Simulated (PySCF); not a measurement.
NMR shielding calculation, with input and output: C2H11PSi4

- system: C2H11PSi4
- method: GIAO PBE0/pcSseg-1 NMR shielding, non-relativistic, gas phase (PySCF 2.14.0)

The geometry comes from this level: GFN2-xTB. Figures and captions count atoms from 1; the log counts them from 0 in places.

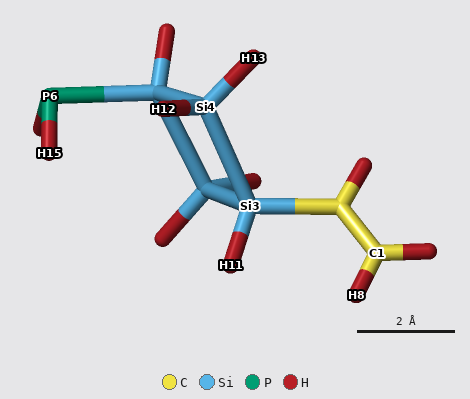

Figure 1. The structure (stick view, seen at a tilt; atoms are numbered from 1 in the order of the input). Bond lengths as drawn: C–C 1.32 Å, C–H 1.08 Å, C–Si 1.88 Å, H–P 1.38 Å, H–Si 1.47 to 1.48 Å, P–Si 2.25 Å and Si–Si 2.37 to 2.38 Å.

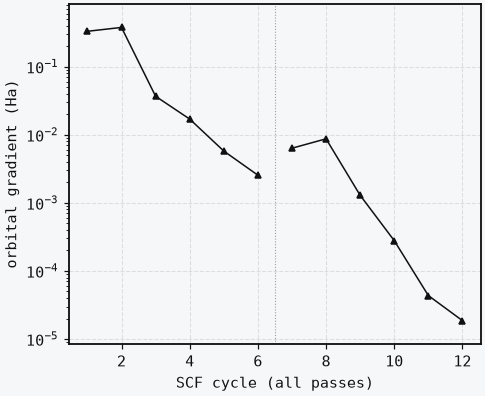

Figure 2. Convergence of the self-consistent field: orbital gradient against the SCF cycle. The dotted line marks the change from a coarse to the final integration grid. The first 6 cycles use a coarse grid, the final grid takes over at cycle 7, and the field converges after 12 cycles in all.

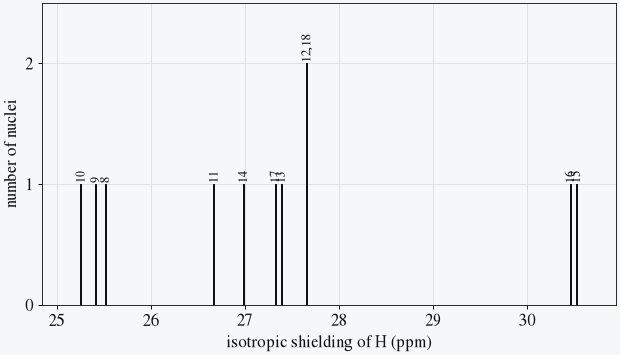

Figure 3. Isotropic shieldings of the hydrogen nuclei in this fixed geometry, labelled by atom number; shielding grows to the right, so chemical shift grows to the left. The least shielded is H10 (25.3 ppm), the most shielded H15 (30.5 ppm).

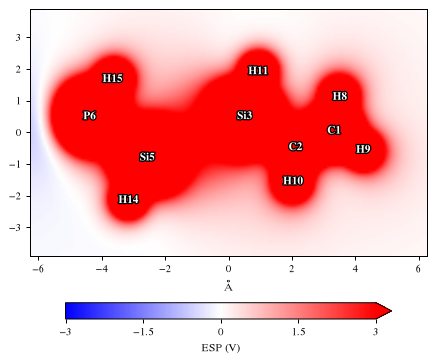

Figure 4. Electrostatic potential on the plane of atoms C2, C1 and H9. The section cuts through C, Si, P and H sites.

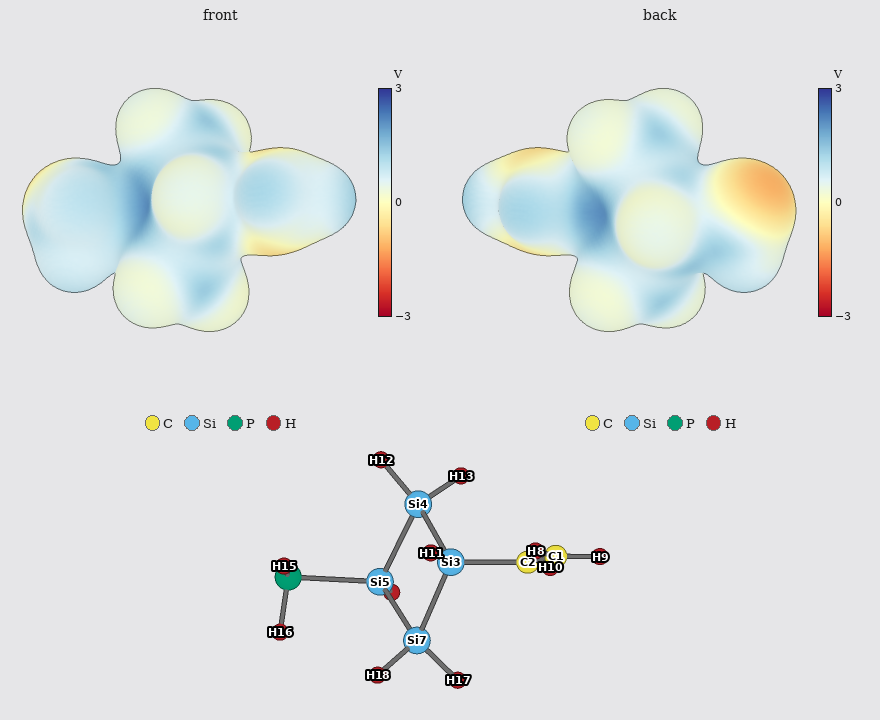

Figure 5. The molecular electrostatic potential painted on the density surface at 0.004 e/bohr³, seen at a tilt and from behind; red is negative and blue positive. The bare structure is drawn below in the same view. A positive charge is drawn to the negative regions and a negative charge to the positive ones. Its dipole moment is 1.58 D.

These pictures come from the run below.

**The input**
```
{"job": {"kind": "nmr", "xc": "PBE0", "basis": "pcSseg-1"}, "charge": 0, "multiplicity": 1}
C     -3.724801     0.336875     0.117349
C     -2.578575    -0.076310    -0.401961
Si    -0.866970     0.301705     0.281057
Si     0.512792    -1.623584     0.452963
Si     2.027190    -0.642344    -1.090742
P      3.993848    -0.186576    -0.106423
Si     0.582950     1.237231    -1.351996
H     -3.751184     0.947032     1.005803
H     -4.684699     0.092079    -0.311888
H     -2.613215    -0.688106    -1.296192
H     -1.107967     1.099915     1.497587
H      1.019043    -1.966731     1.787339
H     -0.108909    -2.872905    -0.004645
H      2.474868    -1.398915    -2.276282
H      3.420787     0.472831     0.962932
H      4.201463     0.996760    -0.783235
H      0.026598     1.423362    -2.698873
H      1.168023     2.554000    -1.059209
```

The first line tells a small driver script what to run in PySCF; the rest is the geometry in Å.

Run as:
```bash
OMP_NUM_THREADS=1 python <driver script> task.json out
```

**The program's output**
```
coarse grid: 17112 points
cycle   1  E = -1581.2755883256  dE =  2.956e-01  |g| = 3.307e-01  |ddm| = 3.985e+00
cycle   2  E = -1581.2648659552  dE =  1.072e-02  |g| = 3.768e-01  |ddm| = 7.536e-01
cycle   3  E = -1581.3058083907  dE = -4.094e-02  |g| = 3.676e-02  |ddm| = 4.759e-01
cycle   4  E = -1581.3061696724  dE = -3.613e-04  |g| = 1.700e-02  |ddm| = 7.801e-02
cycle   5  E = -1581.3062568861  dE = -8.721e-05  |g| = 5.769e-03  |ddm| = 2.829e-02
cycle   6  E = -1581.3062636731  dE = -6.787e-06  |g| = 2.548e-03  |ddm| = 6.604e-03
final grid: 141144 points
cycle   7  E = -1581.3447064973  dE = -1.864e-05  |g| = 6.341e-03  |ddm| = 2.586e-02
cycle   8  E = -1581.3446961979  dE =  1.030e-05  |g| = 8.717e-03  |ddm| = 1.339e-02
cycle   9  E = -1581.3447165507  dE = -2.035e-05  |g| = 1.292e-03  |ddm| = 8.192e-03
cycle  10  E = -1581.3447169683  dE = -4.176e-07  |g| = 2.790e-04  |ddm| = 1.491e-03
cycle  11  E = -1581.3447169892  dE = -2.089e-08  |g| = 4.356e-05  |ddm| = 3.548e-04
cycle  12  E = -1581.3447169897  dE = -4.338e-10  |g| = 1.865e-05  |ddm| = 9.809e-05
converged SCF energy = -1581.3447169897

GIAO shielding tensors (ppm)
atom      isotropic    diamagn.    paramagn.     s11        s22        s33       span
  0 C       45.660     251.359    -205.699    -75.291     53.226    159.045    234.336
  1 C       47.133     262.376    -215.243    -71.366     36.417    176.347    247.714
  2 Si     392.883     881.995    -489.112    367.560    402.316    408.772     41.212
  3 Si     430.889     881.109    -450.220    379.930    416.155    496.581    116.651
  4 Si     421.332     881.835    -460.503    382.344    403.687    477.965     95.621
  5 P      609.778     967.300    -357.522    544.619    592.743    691.973    147.354
  6 Si     423.766     881.533    -457.766    370.540    405.798    494.960    124.420
  7 H       25.524      30.859      -5.336     21.751     24.612     30.207      8.456
  8 H       25.419      27.205      -1.786     22.022     24.463     29.773      7.751
  9 H       25.264      32.080      -6.816     22.347     24.429     29.016      6.669
 10 H       26.677      31.793      -5.116     23.703     25.456     30.872      7.168
 11 H       27.648      29.890      -2.242     24.059     25.718     33.167      9.108
 12 H       27.391      30.072      -2.681     24.123     25.214     32.835      8.713
 13 H       26.988      30.224      -3.236     23.174     25.205     32.586      9.412
 14 H       30.527      31.566      -1.038     25.393     29.134     37.055     11.662
 15 H       30.465      30.577      -0.113     24.627     27.791     38.977     14.350
 16 H       27.328      30.305      -2.977     24.122     25.193     32.670      8.548
 17 H       27.677      30.444      -2.766     24.229     25.865     32.938      8.710
```

**Key numbers**

```csv
quantity,value
outcome,converged
total energy,−1581.344717 hartree
HOMO,−7.00 eV
LUMO,−1.64 eV
dipole moment,1.58 D
"isotropic shielding, C",45.7 to 47.1 ppm
"isotropic shielding, Si",392.9 to 430.9 ppm
"isotropic shielding, P",609.8 ppm
"isotropic shielding, H",25.3 to 30.5 ppm
hardware,"1 CPU thread, shared host"
wall time,37 s
peak memory,0.94 GiB
```
